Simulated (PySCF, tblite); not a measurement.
**C₂H₁₁Si₄ radical: geometry, infrared bands and EPR parameters**

Wanted: the infrared bands and EPR parameters of C₂H₁₁Si₄ radical (`C=[C][SiH2][SiH2][SiH2][SiH3]`), by calculation.

The runs use tblite 0.8.0 and PySCF 2.14.0, with density-fitted response routines of our own; the level of theory stands in each step. All values are computed, except where a source is named. Atoms count from 0, in the outputs and in this text.

**1. Starting geometry**

17 atoms, charge 0, multiplicity 2; geometry from: force field or distance geometry start.

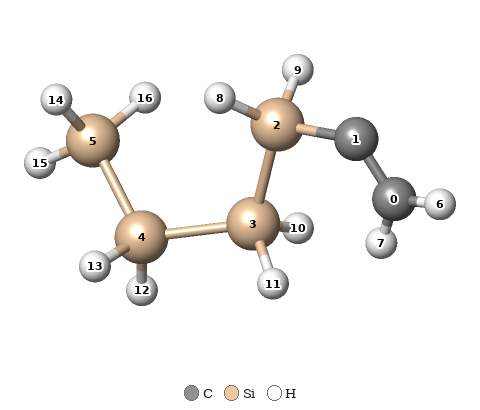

As it starts; carbon grey, silicon light orange, hydrogen white, atoms numbered.

**2. Relaxing the molecule with GFN2-xTB**

Job settings and geometry (Å):

```
{"job": {"kind": "relax", "xc": "GFN2-xTB", "basis": "xTB"}, "charge": 0, "multiplicity": 2}
C      3.631300    -0.494400     0.509900
C      3.068700     0.673700     0.845600
Si     1.287800     1.037600     0.641100
Si     0.273600    -0.792500    -0.066600
Si    -1.888300    -0.925800     0.384500
Si    -3.002700     0.956000     0.040400
H      4.684700    -0.648800     0.659200
H      3.072200    -1.304500     0.081100
H      0.755100     1.588700     1.886300
H      1.219300     2.061300    -0.414700
H      0.444000    -0.908300    -1.518400
H      0.964400    -1.951000     0.560700
H     -2.452700    -1.911500    -0.564100
H     -2.201000    -1.439100     1.720400
H     -3.056300     1.752700     1.301400
H     -4.382500     0.599100    -0.371200
H     -2.424500     1.718800    -1.056000
```

Started as:

```
$ OMP_NUM_THREADS=1 python probes_run.py task.json out
```

This one command runs all jobs of the session in turn.

The log of the run:

```text
step      E/eV     max force
  0    -452.32163    2.286
  1    -452.50225    2.049
  2    -452.58288    0.485
  3    -452.61589    0.481
  4    -452.67988    0.412
  5    -452.70736    0.371
  6    -452.73164    0.324
  7    -452.75628    0.361
  8    -452.78341    0.407
  9    -452.80583    0.344
 10    -452.82043    0.271
 11    -452.82743    0.246
 12    -452.83247    0.175
 13    -452.83756    0.160
 14    -452.84285    0.164
 15    -452.84915    0.247
 16    -452.85605    0.250
 17    -452.86243    0.280
 18    -452.86802    0.262
 19    -452.87335    0.182
 20    -452.87875    0.207
 21    -452.88450    0.209
 22    -452.88972    0.164
 23    -452.89367    0.156
 24    -452.89707    0.150
 25    -452.90076    0.150
 26    -452.90450    0.171
 27    -452.90764    0.139
 28    -452.90997    0.093
 29    -452.91197    0.119
 30    -452.91424    0.135
 31    -452.91697    0.151
 32    -452.92007    0.164
 33    -452.92358    0.231
 34    -452.92769    0.310
 35    -452.93222    0.296
 36    -452.93633    0.210
 37    -452.93907    0.118
 38    -452.94047    0.089
 39    -452.94168    0.121
 40    -452.94366    0.168
 41    -452.94628    0.208
 42    -452.94877    0.171
 43    -452.95078    0.124
 44    -452.95217    0.096
 45    -452.95316    0.103
 46    -452.95472    0.119
 47    -452.95578    0.081
 48    -452.95634    0.057
 49    -452.95676    0.053
 50    -452.95739    0.064
 51    -452.95816    0.085
 52    -452.95879    0.068
 53    -452.95905    0.029
 54    -452.95916    0.027
 55    -452.95925    0.024
 56    -452.95945    0.037
 57    -452.95975    0.043
 58    -452.96000    0.036
 59    -452.96015    0.022
 60    -452.96021    0.017
 61    -452.96026    0.015
 62    -452.96033    0.023
 63    -452.96044    0.032
 64    -452.96059    0.036
 65    -452.96075    0.044
 66    -452.96088    0.042
 67    -452.96100    0.031
 68    -452.96115    0.041
 69    -452.96130    0.038
 70    -452.96141    0.031
 71    -452.96150    0.034
 72    -452.96159    0.031
 73    -452.96173    0.039
 74    -452.96191    0.043
 75    -452.96207    0.028
 76    -452.96217    0.025
 77    -452.96225    0.024
 78    -452.96240    0.037
 79    -452.96268    0.059
 80    -452.96316    0.070
 81    -452.96369    0.053
 82    -452.96400    0.022
 83    -452.96410    0.022
 84    -452.96415    0.022
 85    -452.96425    0.021
 86    -452.96440    0.033
 87    -452.96457    0.023
 88    -452.96467    0.018
 89    -452.96471    0.020
 90    -452.96475    0.015
 91    -452.96481    0.024
 92    -452.96491    0.028
 93    -452.96502    0.024
 94    -452.96509    0.014
 95    -452.96511    0.014
 96    -452.96514    0.016
 97    -452.96518    0.019
 98    -452.96524    0.023
 99    -452.96531    0.020
100    -452.96536    0.013
101    -452.96538    0.009
```

Wall time 0.81 s (1 thread of Arm Neoverse V2, shared host).

The steps of the relaxation: (not every step is listed)

```
step  energy from step 0 (eV)  largest force (eV/Å)
   0                   0.0000                2.2861
   1                  -0.1806                2.0495
   2                  -0.2612                0.4855
   3                  -0.2943                0.4813
   4                  -0.3582                0.4122
   5                  -0.3857                0.3708
   6                  -0.4100                0.3238
   7                  -0.4346                0.3611
   8                  -0.4618                0.4070
  16                  -0.5344                0.2501
  24                  -0.5754                0.1496
  32                  -0.5984                0.1637
  40                  -0.6220                0.1681
  48                  -0.6347                0.0568
  56                  -0.6378                0.0366
  64                  -0.6390                0.0358
  72                  -0.6400                0.0309
  80                  -0.6415                0.0704
  88                  -0.6430                0.0181
  96                  -0.6435                0.0158
  97                  -0.6435                0.0187
  98                  -0.6436                0.0232
  99                  -0.6437                0.0200
 100                  -0.6437                0.0129
 101                  -0.6437                0.0091
```

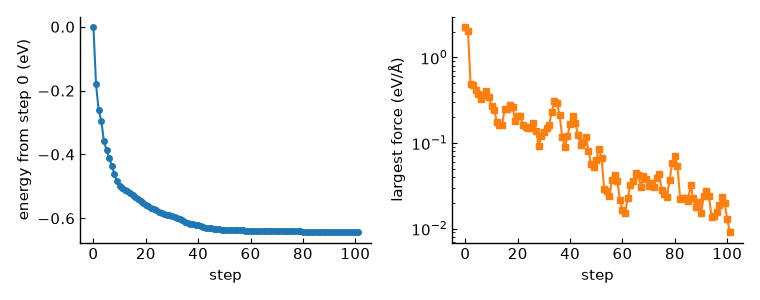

Energy and force, step by step.

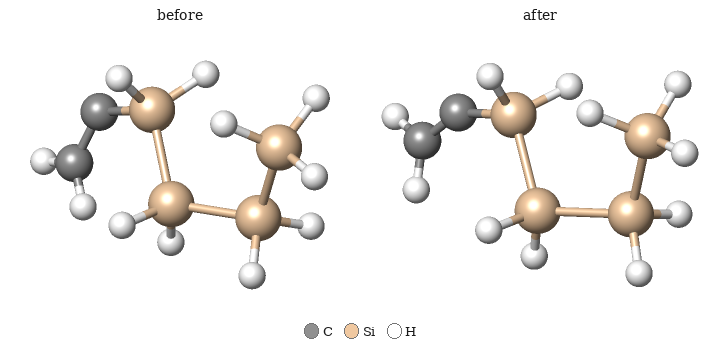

The geometry before (left) and after (right).

Close pairs (by a distance rule), those that changed most:

```
   bond  before (Å)  after (Å)  change (Å)
Si2–Si3       2.209      2.342      +0.133
Si3–Si4       2.212      2.329      +0.117
Si4–Si5       2.214      2.314      +0.100
  C0–C1       1.339      1.297      -0.042
Si5–H14       1.493      1.464      -0.028
Si5–H15       1.483      1.465      -0.019
  C0–H7       1.074      1.090      +0.016
Si3–H11       1.488      1.473      -0.015
```

The final coordinates are the input of the step that follows.

**3. Infrared spectrum with GFN2-xTB**

Job settings and geometry (Å):

```
{"job": {"kind": "ir", "xc": "GFN2-xTB", "basis": "xTB"}, "charge": 0, "multiplicity": 2}
C      4.164657    -0.252005     0.624917
C      3.125452     0.515907     0.741395
Si     1.329488     0.763175     0.592788
Si     0.075184    -1.040773    -0.217053
Si    -2.180468    -0.951909     0.356511
Si    -3.198839     1.095535     0.004313
H      5.161756     0.090225     0.879037
H      4.132523    -1.281388     0.269441
H      0.840871     1.121026     1.933931
H      1.122201     1.922875    -0.286257
H      0.222453    -1.107091    -1.681556
H      0.700559    -2.299070     0.223501
H     -2.927725    -2.020884    -0.327648
H     -2.293053    -1.328061     1.776846
H     -3.122462     1.950588     1.190626
H     -4.615335     1.005692    -0.356725
H     -2.544260     1.828188    -1.084514
```

The log of the run:

```text
mode    cm-1     km/mol
  1     -18.1      0.01
  2       7.6      0.17
  3      16.1      0.03
  4      53.7      0.58
  5      68.3      0.84
  6     121.6      2.62
  7     139.7      3.37
  8     227.5     22.67
  9     279.0      8.96
 10     308.4     29.13
 11     340.4      6.50
 12     374.1      2.40
 13     412.8     27.77
 14     432.3     35.12
 15     438.6     14.53
 16     461.0      4.21
 17     495.0     18.38
 18     523.8      8.68
 19     550.6     19.75
 20     571.9    934.64
 21     593.3     17.55
 22     625.9    304.52
 23     653.7     24.07
 24     715.2     11.09
 25     784.4    423.35
 26     797.3    386.47
 27     816.7    156.47
 28     825.2     66.09
 29     833.3    257.88
 30     848.5    121.25
 31     879.9     39.93
 32     922.1     14.73
 33    1373.6      7.69
 34    1757.4    147.45
 35    2137.4     11.75
 36    2147.8    182.67
 37    2149.8    168.44
 38    2154.6     68.88
 39    2167.6    731.75
 40    2182.1    330.52
 41    2223.6    470.00
 42    2239.8    425.46
 43    2243.3    246.70
 44    2899.4     30.45
 45    2994.7     37.15
```

It took 0.69 s on 1 thread of Arm Neoverse V2, shared host.

The strongest bands and the atoms that carry them (share of the mass-weighted mode):

```
cm⁻¹  km/mol                         atoms
 572   934.6  H10 26 %, H11 23 %, H12 23 %
 626   304.5  H13 43 %, H12 16 %, H10 14 %
 784   423.4  H14 27 %, H15 24 %, H16 23 %
 797   386.5              H8 38 %, H9 37 %
2168   731.8   H8 51 %, H10 23 %, H13 11 %
2182   330.5              H9 77 %, H8 12 %
2224   470.0                      H16 92 %
2240   425.5            H15 82 %, H14 12 %
```

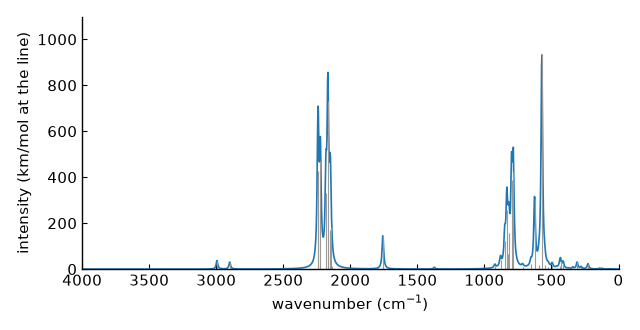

The infrared spectrum from these modes, unscaled. Lines are broadened to a width of 14 cm⁻¹ (Lorentzian).

**4. g tensor and hyperfine couplings: B3LYP/pcH-1**

Same as in step 3 but for these lines:

```diff
@@ -1,2 +1,2 @@
-{"job": {"kind": "ir", "xc": "GFN2-xTB", "basis": "xTB"}, "charge": 0, "multiplicity": 2}
+{"job": {"kind": "epr", "basis": "pcH-1"}, "charge": 0, "multiplicity": 2}
 C      4.164657    -0.252005     0.624917
```

With the program's defaults for keys left out, this is: UKS B3LYP, pcH-1 on C H Si, non-relativistic, mean-field spin-orbit, GIAO.

The log of the run:

```text
UKS, coarse grid
  cycle   1  E = -1240.72721814  |g| = 2.87e-01
  cycle   2  E = -1240.71741261  |g| = 2.87e-01
  cycle   3  E = -1240.76219874  |g| = 5.65e-02
  cycle   4  E = -1240.76403330  |g| = 2.56e-02
  cycle   5  E = -1240.76433289  |g| = 1.31e-02
  cycle   6  E = -1240.76444941  |g| = 2.48e-03
  cycle   7  E = -1240.76446412  |g| = 1.48e-03
  cycle   8  E = -1240.76446786  |g| = 6.22e-04
UKS, final grid
  cycle   1  E = -1240.76448075  |g| = 4.72e-04
  cycle   2  E = -1240.76448113  |g| = 4.14e-04
  cycle   3  E = -1240.76448130  |g| = 1.73e-04
  cycle   4  E = -1240.76448145  |g| = 1.13e-04
  cycle   5  E = -1240.76448146  |g| = 2.03e-05
E = -1240.76448146 Eh   <S^2> = 0.7586 (exact 0.7500)
g shifts (ppm)      1          2          3
  rmc          -139       -139       -139
  gc             21          7          2
  oz_so        -581       -172       1141
  total        -699       -304       1004
hyperfine (MHz)  atom isotope    a_iso     a_fc   dipolar eigenvalues
    0   13C     -38.07     -38.07    -15.99      3.33     12.66
    1   13C     183.82     183.95    -75.64    -58.08    133.72
    2  29Si      -0.92      -0.89     -9.11      1.11      8.00
    3  29Si     -72.70     -72.81    -18.41      8.71      9.70
    4  29Si     -16.14     -16.16     -4.18      1.84      2.34
    5  29Si       0.76       0.76     -0.17      0.01      0.16
    6    1H     143.62     143.63     -5.62     -4.26      9.88
    7    1H     179.73     179.73     -4.43     -2.06      6.49
    8    1H      12.85      12.86     -3.83     -2.39      6.22
    9    1H      13.49      13.49     -3.81     -2.37      6.18
   10    1H      -0.67      -0.68     -1.68     -0.61      2.29
   11    1H      -4.12      -4.12     -2.07     -0.66      2.73
   12    1H      10.85      10.85     -0.70     -0.10      0.80
   13    1H      -0.89      -0.89     -0.71     -0.26      0.98
   14    1H      -0.08      -0.08     -0.36     -0.26      0.62
   15    1H      -0.06      -0.06     -0.22     -0.16      0.38
   16    1H       0.18       0.18     -0.45     -0.32      0.76
```

Wall time 98 s (1 thread of Arm Neoverse V2, shared host); peak memory 1.1 GiB.

Principal g values 2.00162, 2.00202, 2.00332; g(iso) = 2.00232, against 2.00232 for a free electron.

Mean a(iso) over the nuclei that a row names, and the largest dipolar term of the row (other rows stand at the frozen geometry):

```
       nuclei  isotope  a(iso) (MHz)  a(iso) (G, at g = 2.0023)  largest dipolar term (MHz)
           C1      13C         183.8                       65.6                       133.7
           H7       1H         179.7                       64.1                         6.5
           H6       1H         143.6                       51.2                         9.9
          Si3     29Si         -72.7                      -25.9                       -18.4
           C0      13C         -38.1                      -13.6                       -16.0
          Si4     29Si         -16.1                       -5.8                        -4.2
       H8, H9       1H          13.2                        4.7                         6.2
     H12, H13       1H           5.0                        1.8                         1.0
     H10, H11       1H          -2.4                       -0.9                         2.7
          Si2     29Si          -0.9                       -0.3                        -9.1
          Si5     29Si           0.8                        0.3                        -0.2
H14, H15, H16       1H           0.0                        0.0                         0.8
```

Mulliken spin populations:

C0 -0.17; C1 0.94; Si2 -0.02; Si3 0.08; Si4 0.02; Si5 0.00; H6 0.06; H7 0.08; H8 0.01; H9 0.01; H10 0.00; H11 0.00; H12 0.01; H13 0.00; H14 0.00; H15 0.00; H16 0.00

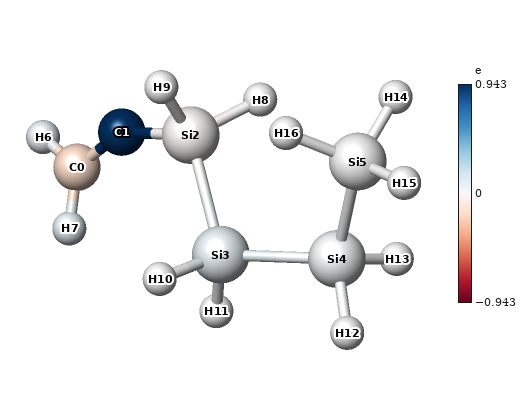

Mulliken spin populations, as colours on the atoms.

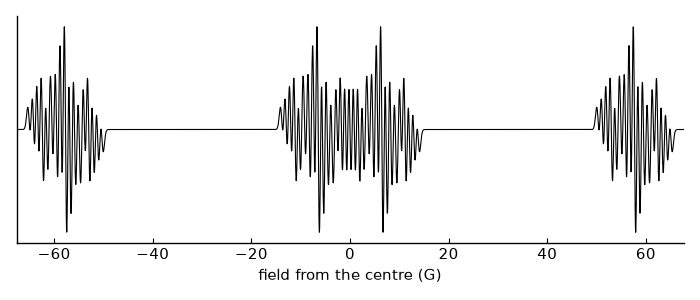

First-order isotropic spectrum (first derivative, main isotopes with spin only, couplings over 0.8 MHz, Gaussian width 0.3 G; couplings of the frozen geometry, rotation of groups not averaged beyond the rows shown).

Orbitals, density, ELF and potential are computed afterwards from the orbital file.

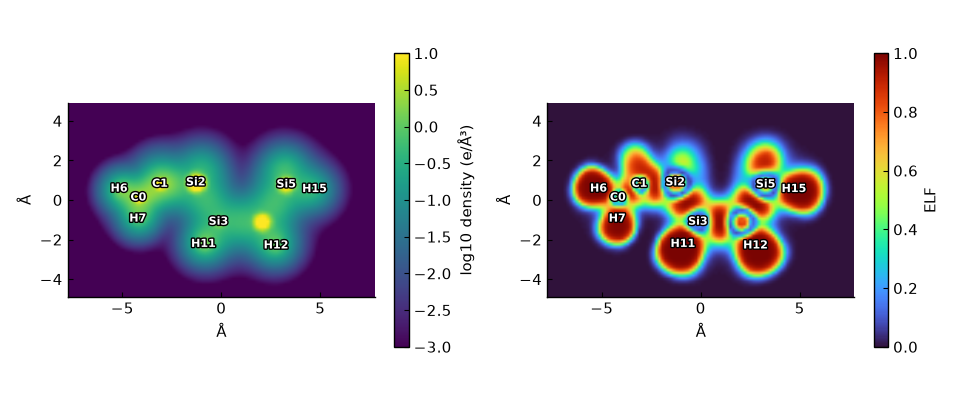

Density (left) and ELF (right) in a plane through or near 10 of the atoms.

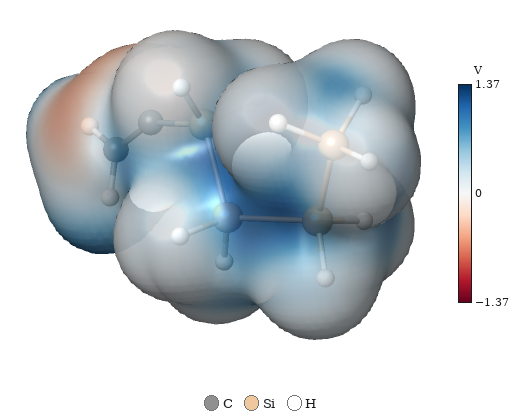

Electrostatic potential on the surface of density 0.002 e/bohr³; red is low, blue high. It runs from -0.48 V near C1 to 1.37 V near H16.

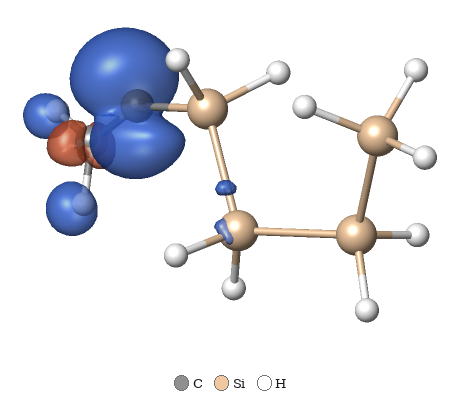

Spin density at ±0.04 e/Å³ (alpha excess blue, beta excess red).

**5. Results**

| quantity | value |
| --- | --- |
| strongest single infrared mode (GFN2-xTB) | 572 cm⁻¹, 935 km/mol |
| zero-point energy (GFN2-xTB) | 62.6 kcal/mol |
| g(iso) (B3LYP) | 2.00232 |
| ⟨S²⟩ | 0.759 (exact 0.75) |
| largest a(iso) (averaged by class) | 13C on C1, 183.8 MHz |
| surface potential, least and greatest | -0.48 V and 1.37 V |

In words: Over 101 steps the energy fell by 0.644 eV; of the close pairs, Si2–Si3 changed most, 2.209 to 2.342 Å. The lowest mode is slightly imaginary (18i cm⁻¹), a soft motion within the noise of the Hessian, so the minimum is not strictly shown. The strongest single mode, at 572 cm⁻¹, has its largest shares on H10, H11 and H12 (the list is cut at 3 atoms). Unscaled tight-binding wavenumbers are off by several per cent, some by more. Its intensities can rank the bands wrongly. C1 carries the largest spin population, 0.94 e. The isotropic g lies 0.0 ppt above the free-electron value.
